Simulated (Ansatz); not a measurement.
## TiTeSe monolayer, Janus: modes against biaxial strain in the plane of the sheet

Wanted: the shifts of the zone-centre modes of TiTeSe monolayer, Janus with strain.

Calculated with Ansatz 0.2.0; DFT PBEsol, scalar-relativistic, plane waves, PAW; PAW set soft_1.

## 1. The structure

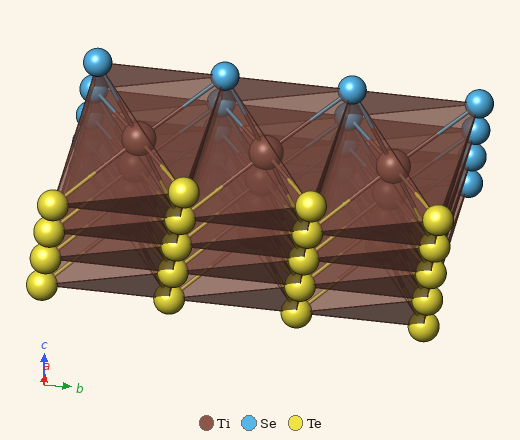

The cell as given, from a free direction (titanium brown, selenium blue, tellurium yellow). 3×2×1 cells are drawn. Some periodic images of atoms are drawn too.

The cell holds 3 atoms: 1 Ti, 1 Se and 1 Te. Its edges and angles: a = 3.500 Å, b = 3.500 Å, c = 30.000 Å, α = 90.0°, β = 90.0°, γ = 120.0°. Vacuum lies along c. The height across the vacuum is the one that the program set for its solve, not the one typed.

As a file:

```cif
data_structure
_symmetry_space_group_name_H-M 'P 1'
_symmetry_Int_Tables_number 1
_cell_length_a 3.5000
_cell_length_b 3.5000
_cell_length_c 30.0000
_cell_angle_alpha 90.000
_cell_angle_beta 90.000
_cell_angle_gamma 120.000
_cell_volume 318.26
loop_
_atom_site_label
_atom_site_type_symbol
_atom_site_fract_x
_atom_site_fract_y
_atom_site_fract_z
_atom_site_occupancy
Ti1 Ti 0.00000 0.00000 0.33333 1
Se2 Se 0.33333 0.66667 0.38333 1
Te3 Te 0.66667 0.33333 0.28000 1
```

## 2. A rough relaxation first

The start is far from rest, so a relaxation with loose tolerances brings it close first. The program lengthens the typed cell of 20.0 Å along the normal to 30.0 Å, as its cut-off of the electrostatics needs, and moves no atom.

input.yaml

```yaml
crystal:
  lattice:
    - [3.5, 0.0, 0.0]
    - [-1.75, 3.03109, 0.0]
    - [0.0, 0.0, 20.0]
  atoms:
    - { symbol: Ti, position: [0.0, 0.0, 0.5] }
    - { symbol: Se, position: [0.333333, 0.666667, 0.575] }
    - { symbol: Te, position: [0.666667, 0.333333, 0.42] }
  periodic: [true, true, false]
kpoints:
  mp_grid: { grid: [6, 6, 1] }
hamiltonian:
  xc: pbesol
  pseudopotentials: { kind: paw, azcp: { folder: soft_1 }, xc_functional: pbe }
scf:
  occupations: { method: gaussian, width: 0.1 }
output:
  forces: true
  stress: true
  eigenvalues: true
relax:
  adjacent_minimum: "off"
  f_tol: 0.05
  max_steps: 80
  cell: { stress_2d_tol: 0.02 }
```

The run is started by

```console
$ ansatz run input.yaml --threads 4 --pin off --max-ram 16384MiB --backend cpu --events-out ev --progress --plain --runs-dir out
```

Numbers of over 12 decimals in the logs are rounded to 6 here.

The log of the run:

```text
[...]
F+E_penalty+E_count = -14802.42452178 eV   max|allowed force component| = 1.507e-3 eV/Å   (the final SCF, on the basis selected at the relaxed cell)
  cell:  # Å, volume = 336.0259 Å³
    - [3.596337, 0.0, 0]
    - [-1.798169, 3.114519, 0]
    - [0, 0, 30.0]
  atoms:
    - { symbol: Ti, position: [4.0412957531228426e-18, 0, 0.337011] }
    - { symbol: Se, position: [0.333333, 0.666667, 0.383855] }
    - { symbol: Te, position: [0.666667, 0.333333, 0.275800] }
[key lines of the parts left out:]
SCF converged after 9 iterations
Free energy (F): -14802.424522 eV
Fermi energy:    -5.016958 eV
P = ½ c Tr σ = -0.0015 N/m
```

It took 12 s on 4 threads of Arm Neoverse V2, shared host; peak memory 0.65 GiB; 45 s of CPU time.

Relaxation path:

```
step  energy less that of the first step (eV)  largest force component (eV/Å)  volume (Å³)
   1                                   0.0000                          2.7407       318.26
   2                                  -0.3695                          0.3522       323.54
   3                                  -0.3899                          0.0923       330.75
   4                                  -0.3908                          0.1446       338.47
   5                                  -0.3935                          0.0200       335.48
   6                                  -0.3936                          0.0015       336.03
  7*                                  -0.3942                          0.0015       336.03
```

Relaxation steps marked * repeat the geometry before them on a plane-wave basis chosen anew for their cell, so energy and pressure can jump there.

The run keeps the 6 symmetry operations that it works with, so distortions that break them were not tested.

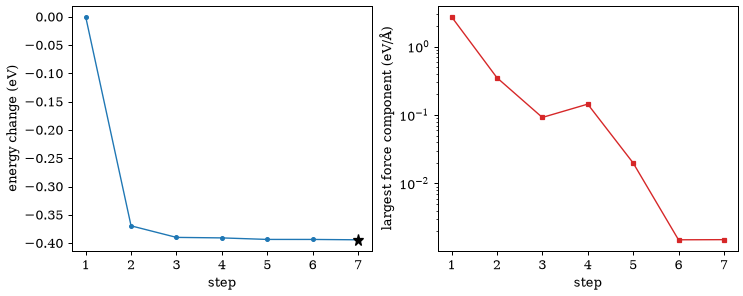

Energy and largest force along the relaxation. Stars mark steps on a basis chosen anew.

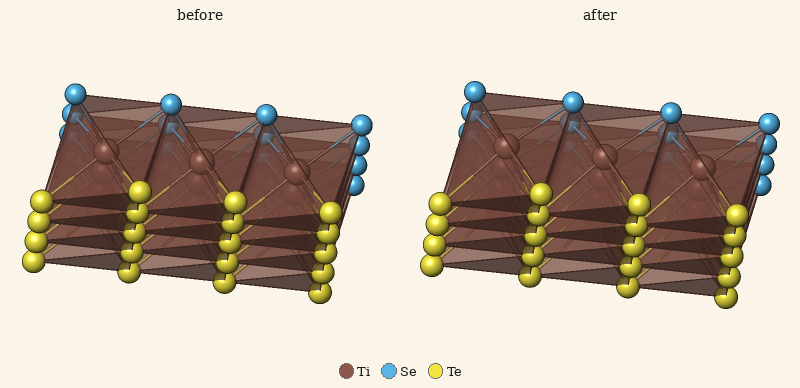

The structure before and after the relaxation, drawn at the same scale.

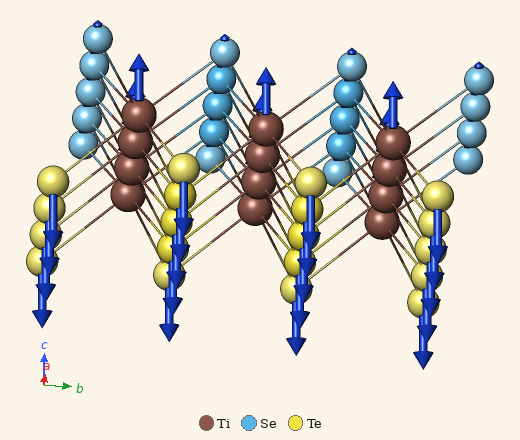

Displacements in the relaxation, exaggerated, measured against the changing cell; the longest in the cell stands for 0.13 Å. 3×2×1 cells are drawn. Some periodic images of atoms are drawn too.

```
cell as run  before  after  change
      a (Å)   3.500  3.596  +2.8 %
      b (Å)   3.500  3.596  +2.8 %
```

The atoms that moved most (Å, along periodic axes as changes of fractional coordinates times the final cell, across vacuum about the mean position):

```
atom     dx     dy      dz  length
 Te3  0.000  0.000  -0.126   0.126
 Ti1  0.000  0.000   0.110   0.110
 Se2  0.000  0.000   0.016   0.016
```

The relaxed structure:

```xyz
3
Lattice="3.5963 0.0000 0.0000 -1.7982 3.1145 0.0000 0.0000 0.0000 30.0000" Properties=species:S:1:pos:R:3
Ti    0.0000    0.0000   10.1103
Se    0.0000    2.0763   11.5157
Te    1.7982    1.0382    8.2740
```

This step gave:

```
gap on the k-mesh : 0 eV
area per atom     : 3.734 Å²
```

The relaxation ends with a largest force component of 0.0015 eV/Å.

## 3. Bringing the structure to rest

The cell and atoms are relaxed, since residual forces and stress would shift the frequencies.

input.yaml

```yaml
crystal:
  lattice:
    - [3.5963372801, 0.0, 0.0]
    - [-1.7981686401, 3.1145194452, 0.0]
    - [0.0, 0.0, 30.0]
  atoms:
    - { symbol: Ti, position: [0.0, 0.0, 0.3370111316] }
    - { symbol: Se, position: [0.3333333333, 0.6666666667, 0.3838552319] }
    - { symbol: Te, position: [0.6666666667, 0.3333333333, 0.2758003031] }
  periodic: [true, true, false]
kpoints:
  mp_grid: { grid: [15, 15, 1] }
hamiltonian:
  xc: pbesol
  pseudopotentials: { kind: paw, azcp: { folder: soft_1 }, xc_functional: pbe }
scf:
  occupations: { method: gaussian, width: 0.1 }
output:
  forces: true
  stress: true
  eigenvalues: true
  write_density: true
  write_potential: true
  elf: true
  volumetric_format: npy
relax:
  adjacent_minimum: "off"
  f_tol: 0.005
  max_steps: 80
  cell: { stress_2d_tol: 0.02 }
```

The log of the run:

```text
[...]
Crystal: 3 atoms, lattice volume = 336.026 Å³
Basis set: ecut = 420 eV, 6485 PW (Γ), exchange–correlation on 50×50×432 points (8 copies of the dense FFT grid, shifted against one another)
Bands: 27, of which v1, the nominal top of the filled ones, is band 22 counted from 1 (21 counted from 0)
Symmetry: 6 space group operations
[...]
k-points: 27 of 225 (time reversal used)
[...]
SCF iter   1: F=—  HF=-14802.940990 eV  |F-HF|=—  |Δ(HF+E_count)|=         —  Δρ=1.66e-2  dr2=2.12e0  ethr=3.10e-3  ⟨swp⟩=14.2  Hψ=5047  notcnv=0
[...]
SCF iter  12: F=-14802.439650 eV  HF=-14802.439650 eV  |F-HF|=2.95e-10  |Δ(HF+E_count)|=   8.86e-9  Δρ=7.27e-8  dr2=1.15e-11  ethr=1.00e-12  ⟨swp⟩=8.3  Hψ=4614  notcnv=0
SCF 1 converged in 12 iterations: F = -14802.439650 eV  dr2 = 1.15e-11
[...]
relax step   1: F+E_penalty+E_count = -14802.43965036 eV  Δ(F+E_penalty+E_count) = +0.000e0 eV  max|allowed force component| = 6.668e-2 eV/Å  Δτ_max = 0.0000 Å  P = -0.331 N/m  Ω = 336.026 Å³  fix = [c, alpha, beta]  reactions: c -0.000 N/m  (12 SCF iters, dr2 threshold 1.00e-7 eV, accepted)
Crystal: 3 atoms, lattice volume = 332.062 Å³
Basis set: ecut = 420 eV, 6407 PW (Γ), exchange–correlation on 50×50×432 points (8 copies of the dense FFT grid, shifted against one another)
[...]
SCF iter   6: F=-14802.441783 eV  HF=-14802.441783 eV  |F-HF|=4.36e-8  |Δ(HF+E_count)|=   1.36e-6  Δρ=5.35e-6  dr2=9.76e-8  ethr=6.32e-10  ⟨swp⟩=20.6  Hψ=7729  notcnv=0
SCF 2 converged in 6 iterations: F = -14802.441783 eV  dr2 = 9.76e-8
  Residual-converged pass: ⟨swp⟩=1.0  Hψ=853  notcnv=0  max |occ|·‖R‖ = 7.0e-9 eV (tolerance 1.0e-8 eV)  dr2=9.76e-8  dr2_onsite=2.87e-8  max |Δocc| = 3.3e-11
relax step   2: F+E_penalty+E_count = -14802.44178315 eV  Δ(F+E_penalty+E_count) = -2.133e-3 eV  max|allowed force component| = 1.165e-1 eV/Å  Δτ_max = 0.0270 Å  P = -0.282 N/m  Ω = 332.062 Å³  energy of the carried Pulay correction = +1.529e-4 eV  fix = [c, alpha, beta]  reactions: c -0.000 N/m  (6 SCF iters, dr2 threshold 2.78e-7 eV, accepted)
Crystal: 3 atoms, lattice volume = 331.805 Å³
Basis set: ecut = 420 eV, 6383 PW (Γ), exchange–correlation on 50×50×432 points (8 copies of the dense FFT grid, shifted against one another)
[...]
SCF iter   5: F=-14802.442695 eV  HF=-14802.442695 eV  |F-HF|=2.12e-7  |Δ(HF+E_count)|=   1.93e-7  Δρ=5.42e-6  dr2=1.27e-7  ethr=6.82e-10  ⟨swp⟩=17.9  Hψ=8082  notcnv=0
SCF 3 converged in 5 iterations: F = -14802.442695 eV  dr2 = 1.27e-7
relax step   3: F+E_penalty+E_count = -14802.44269500 eV  Δ(F+E_penalty+E_count) = -9.118e-4 eV  max|allowed force component| = 2.602e-2 eV/Å  Δτ_max = 0.0077 Å  P = -0.104 N/m  Ω = 331.805 Å³  energy of the carried Pulay correction = +1.629e-4 eV  fix = [c, alpha, beta]  reactions: c -0.000 N/m  (5 SCF iters, dr2 threshold 3.00e-7 eV, accepted)
[...]
relax step   4: F+E_penalty+E_count = -14802.44280988 eV  Δ(F+E_penalty+E_count) = -1.149e-4 eV  max|allowed force component| = 1.227e-3 eV/Å  Δτ_max = 0.0011 Å  P = -0.006 N/m  Ω = 331.201 Å³  energy of the carried Pulay correction = +1.864e-4 eV  fix = [c, alpha, beta]  reactions: c -0.000 N/m  (5 SCF iters, dr2 threshold 4.23e-8 eV, accepted)
Basis set: ecut = 420 eV, 6383 PW (Γ), exchange–correlation on 48×48×432 points (8 copies of the dense FFT grid, shifted against one another)
[...]
SCF iter   1: F=—  HF=-14802.442556 eV  |F-HF|=—  |Δ(HF+E_count)|=         —  Δρ=8.32e-6  dr2=9.84e-8  ethr=1.76e-6  ⟨swp⟩=6.0  Hψ=7309  notcnv=0
eigensolver tolerance schedule: the retry pair's looser diagonalisation over-reported the residual by 7884.57 of it (diagonalisation noise at an unbounded share of the residual, at the tolerance the schedule requests for it); recorded, not acted on — ethr = c·dr2/N_el stays at c = 1.0e-1
[...]
SCF iter   2: F=—  HF=-14802.442625 eV  |F-HF|=—  |Δ(HF+E_count)|=   6.82e-5  Δρ=9.27e-6  dr2=3.42e-7  ethr=2.24e-10  ⟨swp⟩=5.9  Hψ=2507  notcnv=0
[...]
SCF iter   8: F=-14802.442625 eV  HF=-14802.442625 eV  |F-HF|=2.02e-10  |Δ(HF+E_count)|=  4.73e-11  Δρ=9.56e-9  dr2=3.42e-13  ethr=1.00e-12  ⟨swp⟩=12.7  Hψ=4601  notcnv=0
SCF 5 converged in 8 iterations: F = -14802.442625 eV  dr2 = 3.42e-13
relax step   5: F+E_penalty+E_count = -14802.44262465 eV  Δ(F+E_penalty+E_count) = +1.852e-4 eV  max|allowed force component| = 1.278e-3 eV/Å  Δτ_max = 0.0000 Å  P = -0.006 N/m  Ω = 331.201 Å³  fix = [c, alpha, beta]  reactions: c -0.000 N/m  stress off target by 5.58e-3 N/m on what of the cell is left free  SCF on the basis re-selected at this cell (its energy is not comparable with the rows above)  (8 SCF iters)
basis re-selected at this cell: Δ(F+E_penalty+E_count) = +1.852e-4 eV, ΔP = +0.001 N/m vs the last step (what re-selecting the basis moved, of the pressure what is left beyond the Pulay correction that the steps carried, after the strain that the cell walked since its last selection, with what the two solves' SCF thresholds leave and, on support functions, any second-order correction that the steps lacked; it is no measure of the basis error at this ecutwfc). The dense FFT grid was sized anew with the basis: this SCF ran on 24×24×216 points, the steps before it on 25×25×216, so part of this shift can come from that change (see relax.cell in the input reference). [rest of the remark cut]
WARN: The input density's exchange-correlation potential varies sharply where the density is thin. Do not read a vacuum level from v_tot or v_xc, or from such a field of the output density. On a cell that repeats whose density bears no net charge and no dipole along the vacuum's axis use v_es (v_loc + v_h of the components); under efield.dipole_correction with no amplitude use v_es + v_field, which holds any external [...]
SCF converged after 8 iterations
Free energy (F): -14802.442625 eV
[...]
Internal energy: -14802.437275 eV  (E = F + TS)
E sigma→0 (E₀):  -14802.439950 eV
Entropy (-TS):   -0.005350 eV (-1.783 meV/atom)
Fermi energy:    -4.897377 eV
[...]
--- Forces (eV/Å), atoms counted from 1 ---
  atom   1  Ti    -0.00000000     0.00000000    -0.00078264
  atom   2  Se    -0.00000000     0.00000000     0.00127773
  atom   3  Te     0.00000000     0.00000000    -0.00049509
  max |Σ_I F_I| component: 8.50e-9 eV/Å
--- 2D stress c σ (N/m, compression-positive) ---
       -0.005576       0.000000      -0.000000
        0.000000      -0.005576      -0.000000
       -0.000000      -0.000000      -0.000000
  P = ½ c Tr σ = -0.0056 N/m
--- Band table (eV; the first three rows and the last of 27) ---
  k-point 0: bands = [... 18 lower, -7.0901, -6.7967, -4.5003, -4.5003, -4.1491, -3.7571, -3.7571, -1.2708, ... 1 higher]
  k-point 1: bands = [... 18 lower, -7.0837, -6.5686, -4.8037, -4.6661, -4.2869, -3.6559, -3.6277, -1.6171, ... 1 higher]
  k-point 2: bands = [... 18 lower, -7.0720, -6.3584, -5.6280, -4.9662, -4.3935, -3.5694, -3.4431, -2.1747, ... 1 higher]
  k-point 26: bands = [... 18 lower, -8.9777, -7.9347, -7.3005, -7.0761, -3.8045, -3.7097, -3.6608, -2.4080, ... 1 higher]
--- Relaxed structure (4 steps of the walk, 4 accepted, 1 SCFs on fresh bases) ---
[...]
cell:  # Å, volume = 331.2008 Å³
    - [3.570424, 2.865953983809753e-11, 0]
    - [-1.785212, 3.092078, 0]
    - [0, 0, 30.0]
  atoms:
    - { symbol: Ti, position: [0, 0, 0.336962] }
    - { symbol: Se, position: [0.333333, 0.666667, 0.384521] }
    - { symbol: Te, position: [0.666667, 0.333333, 0.275183] }
```

The job ended after 34 s (4 threads; peak memory 0.78 GiB).

Step by step:

```
step  energy less that of the first step (eV)  largest force component (eV/Å)  volume (Å³)
   1                                   0.0000                          0.0667       336.03
   2                                  -0.0021                          0.1165       332.06
   3                                  -0.0030                          0.0260       331.81
   4                                  -0.0032                          0.0012       331.20
  5*                                  -0.0030                          0.0013       331.20
```

Relaxation steps marked * repeat the geometry before them on a plane-wave basis chosen anew for their cell, so energy and pressure can jump there.

Forces are held to the 6 operations that the run works with; a distortion that breaks them can't arise in this run.

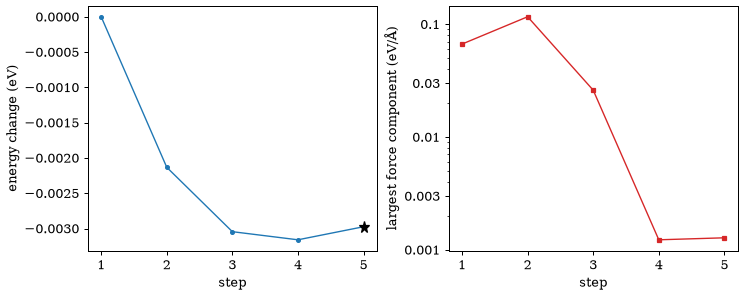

Energy and largest force along the relaxation. Stars mark steps on a basis chosen anew.

```
cell as run  before  after  change
      a (Å)   3.596  3.570  -0.7 %
      b (Å)   3.596  3.570  -0.7 %
```

The atoms that moved most (Å, along periodic axes as changes of fractional coordinates times the final cell, across vacuum about the mean position):

```
atom     dx     dy      dz  length
 Se2  0.000  0.000   0.020   0.020
 Te3  0.000  0.000  -0.019   0.019
```

The relaxed structure:

```cif
data_structure
_symmetry_space_group_name_H-M 'P 1'
_symmetry_Int_Tables_number 1
_cell_length_a 3.5704
_cell_length_b 3.5704
_cell_length_c 30.0000
_cell_angle_alpha 90.000
_cell_angle_beta 90.000
_cell_angle_gamma 120.000
_cell_volume 331.20
loop_
_atom_site_label
_atom_site_type_symbol
_atom_site_fract_x
_atom_site_fract_y
_atom_site_fract_z
_atom_site_occupancy
Ti1 Ti 0.00000 0.00000 0.33696 1
Se2 Se 0.33333 0.66667 0.38452 1
Te3 Te 0.66667 0.33333 0.27518 1
```

Numbers from this step:

```yaml
area_per_atom: 3.68 Å²
```

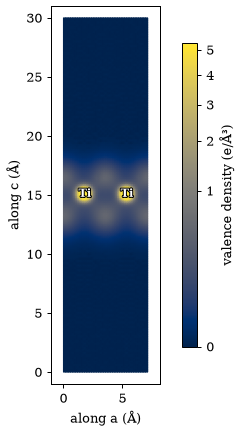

Valence density in the ac plane at fractional y = 0.000, with atoms of Ti within 0.2 Å of it. It is the smooth field of the valence electrons, not physical close to the nuclei. The map starts off the cell's origin, so that atoms lie inside it. The colour scale is stretched toward low values.

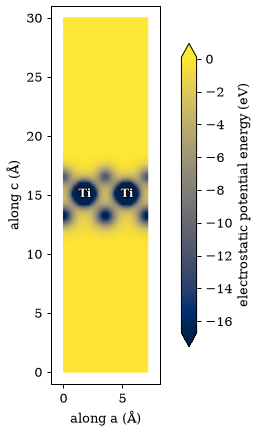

Electrostatic potential energy in the ac plane at fractional y = 0.000, with atoms of Ti within 0.2 Å of it. With pseudopotentials it is smooth inside the atoms' cores, unlike the true potential. The map starts off the cell's origin, so that atoms lie inside it.

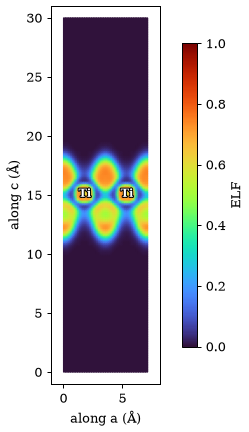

ELF in the ac plane at fractional y = 0.000, with atoms of Ti within 0.2 Å of it. It is the smooth field of the valence electrons, not physical close to the nuclei. The map starts off the cell's origin, so that atoms lie inside it.

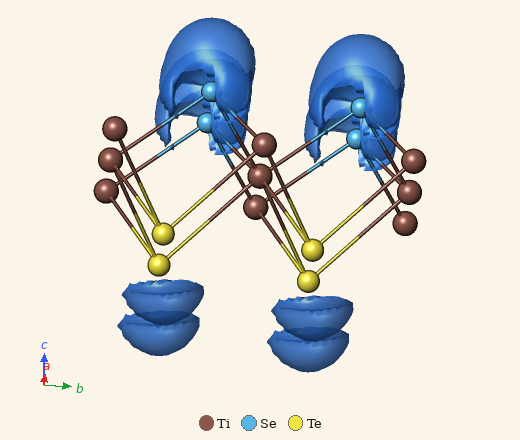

Surface of ELF = 0.78. 2×2×1 cells are drawn.

The relaxation ends with a largest force component of 0.0013 eV/Å.

## 4. Tight relaxation

Phonons need small forces and stress, so the relaxation is finished with tight tolerances on 15×15×1 k points.

input.yaml, the sections that differ from step 3:

```yaml
crystal:
  lattice:
    - [3.5704237384, 0.0, 0.0]
    - [-1.7852118692, 3.0920776597, 0.0]
    - [0.0, 0.0, 30.0]
  atoms:
    - { symbol: Ti, position: [0.0, 0.0, 0.3369619058] }
    - { symbol: Se, position: [0.3333333333, 0.6666666667, 0.3845213218] }
    - { symbol: Te, position: [0.6666666667, 0.3333333333, 0.275183439] }
  periodic: [true, true, false]
scf:
  occupations: { method: methfessel_paxton, width: 0.2 }
relax:
  adjacent_minimum: "off"
  f_tol: 0.001
  max_steps: 60
  cell: { stress_2d_tol: 0.002 }
# kpoints, hamiltonian, output: as in step 3
```

The log of the run:

```text
[...]
Crystal: 3 atoms, lattice volume = 331.201 Å³
Basis set: ecut = 420 eV, 6383 PW (Γ), exchange–correlation on 48×48×432 points (8 copies of the dense FFT grid, shifted against one another)
Bands: 27, of which v1, the nominal top of the filled ones, is band 22 counted from 1 (21 counted from 0)
Symmetry: 6 space group operations
[...]
k-points: 27 of 225 (time reversal used)
[...]
--- Relaxed structure (3 steps of the walk, 3 accepted, 1 SCFs on fresh bases) ---
[...]
cell:  # Å, volume = 331.1274 Å³
    - [3.570028, 0, 0]
    - [-1.785014, 3.091735, 0]
    - [0, 0, 30.0]
  atoms:
    - { symbol: Ti, position: [0, 0, 0.336955] }
    - { symbol: Se, position: [0.333333, 0.666667, 0.384534] }
    - { symbol: Te, position: [0.666667, 0.333333, 0.275178] }
[key lines of the parts left out:]
SCF converged after 10 iterations
Free energy (F): -14802.438660 eV
Fermi energy:    -4.886595 eV
P = ½ c Tr σ = -0.0010 N/m
```

It took 27 s on 4 threads; peak memory 0.75 GiB; 1.8 min of CPU time.

Little changed from the start: no atom moved by 0.005 Å and no cell edge by 0.1 %.

Numbers from this step:

```yaml
area_per_atom: 3.679 Å²
```

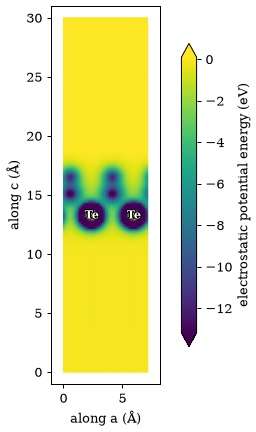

Electrostatic potential energy in the ac plane at fractional y = 0.333, with atoms of Te within 0.2 Å of it. With pseudopotentials it is smooth inside the atoms' cores, unlike the true potential.

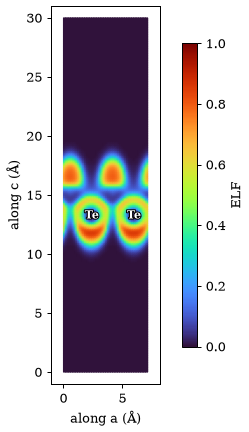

ELF in the ac plane at fractional y = 0.333, with atoms of Te within 0.2 Å of it. It is the smooth field of the valence electrons, not physical close to the nuclei.

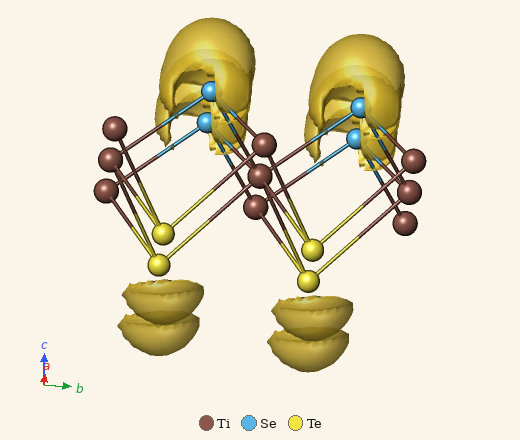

Surface of ELF = 0.78. 2×2×1 cells are drawn.

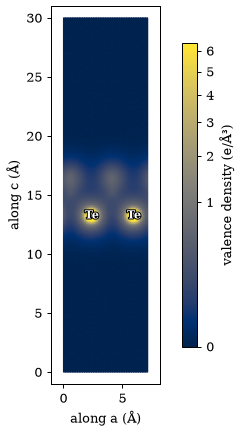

Valence density in the ac plane at fractional y = 0.333, with atoms of Te within 0.2 Å of it. It is the smooth field of the valence electrons, not physical close to the nuclei. The colour scale is stretched toward low values.

The largest force component left is 0.49 meV/Å, within the tolerances set.

(Continued in part 2 of 2.)

[Logs are printed without paths, hosts, clocks, repeated set-up lines and the standing remarks that a program may print on its own settings, such as how far it seeks lower states.]

[Hosts, paths, dates, database ids (printed as entryN), source tags and the programs' standing remarks are cut or masked in the printed files.]
